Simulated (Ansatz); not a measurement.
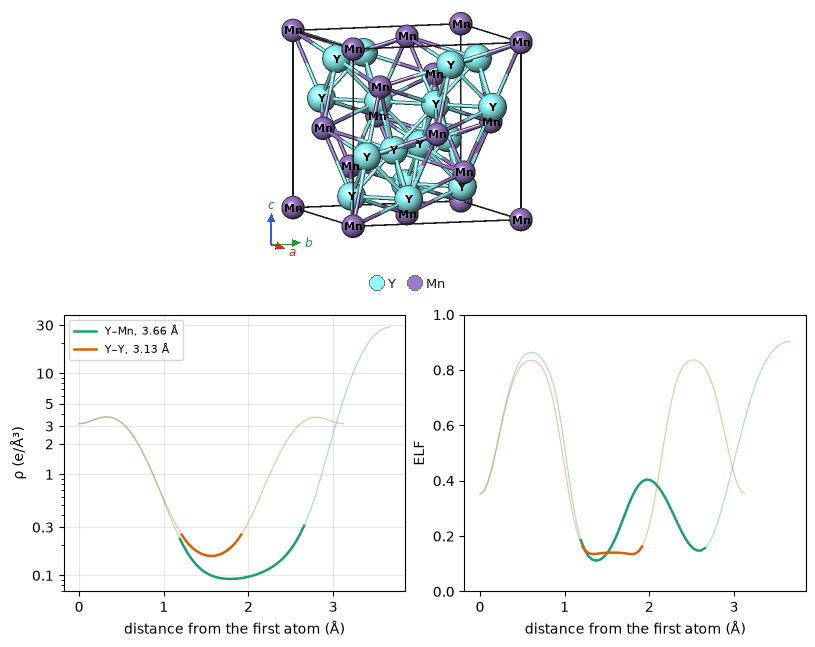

*Y$_{2}$Mn. Valence pseudo-density and electron localisation function along straight lines between neighbouring atoms. Thin, pale parts lie inside the atomic spheres. The structure is drawn too.*

Space group Fd-3m; started from the cubic Laves (C15)_227 prototype, which need not be the ambient phase; the SCF solution may not be the lowest one; the program warned that another magnetic order may lie lower; spin-polarised.

Method: DFT PBE, scalar-relativistic, plane waves, PAW (Ansatz).

In a PAW calculation such maps are meaningful between the atoms, not at the nuclei.

**Compare the contacts.**

Y–Mn (3.66 Å): the density is about 0.09 e/Å³ at the midpoint; the ELF is about 0.35 at the midpoint (no localised pair shows between them).
Y–Y (3.13 Å): ρ is about 0.16 e/Å³ halfway; the ELF is about 0.15 at the midpoint (no localised pair shows between them).
